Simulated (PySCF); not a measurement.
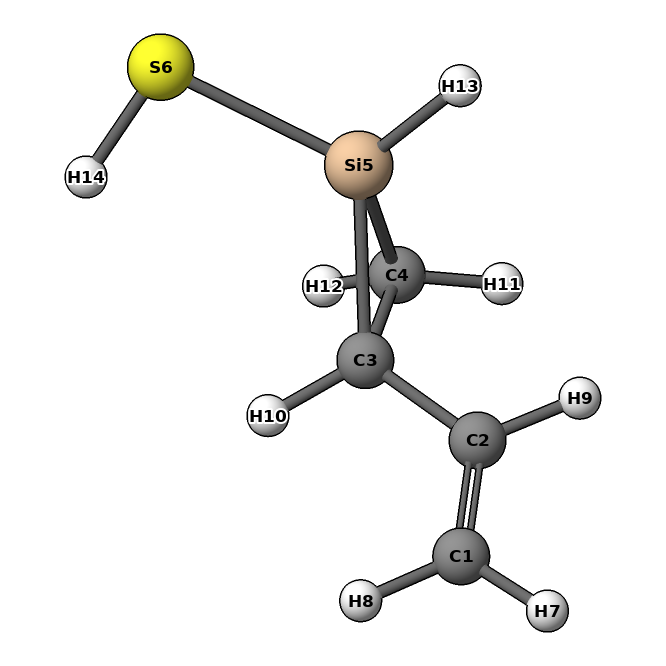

The questions are on isotropic NMR shieldings of the H atoms. Computed geometry: GFN2-xTB optimisation. No frequency run is at hand to confirm it as a minimum. Level of theory: GIAO PBE0/pcSseg-1 NMR shielding, non-relativistic, gas phase (PySCF 2.14.0).

List the isotropic NMR shieldings of the H atoms.

```csv
atom,σ (ppm)
H7,26.64
H8,26.36
H9,26.18
H10,29.78
H11,31.01
H12,30.53
H13,27.82
H14,31.88
```

The geometry is semi-empirical. Around Si such bond lengths and angles can be off by a tenth of an ångström or more and by several degrees, and values that hang on the shape move with them.
